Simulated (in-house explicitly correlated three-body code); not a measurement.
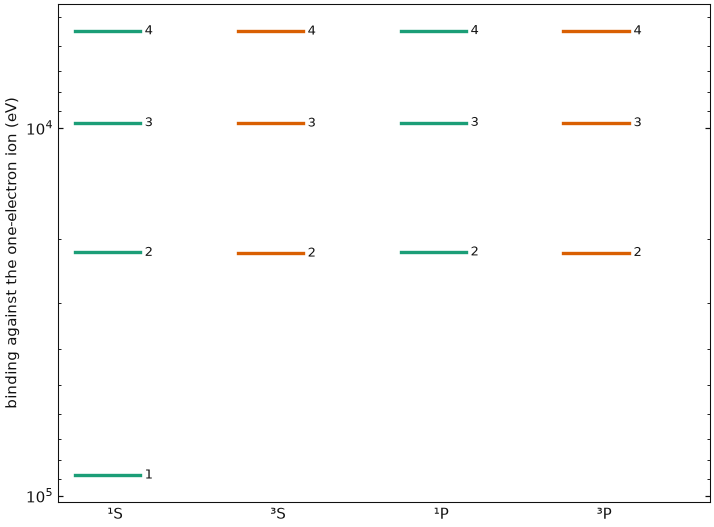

Two electrons around a point charge Z = 81 (Tl⁷⁹⁺). Computed variationally in 260 exponentially correlated functions with an in-house code, non-relativistic, converged to about 10⁻⁸ of the energy. The plot shows the bound S and P states that converged, by term and principal number n, on a logarithmic scale of binding.

> How do singlets and triplets lie?

The ground state is bound by 87.89 keV. The n = 2 states drawn run, from the deepest, 2 ³S (21.90 keV), 2 ³P (21.82 keV), 2 ¹S (21.81 keV), 2 ¹P (21.75 keV). Exchange puts 2 ³S below 2 ¹S by 94.9 eV and 2 ³P below 2 ¹P by 73.0 eV. Quantum defects n − (Z − 1)/√(2 E(binding)): 2 ³S 0.006, 2 ³P 0.002, 2 ¹S 0.002, 2 ¹P −0.001.
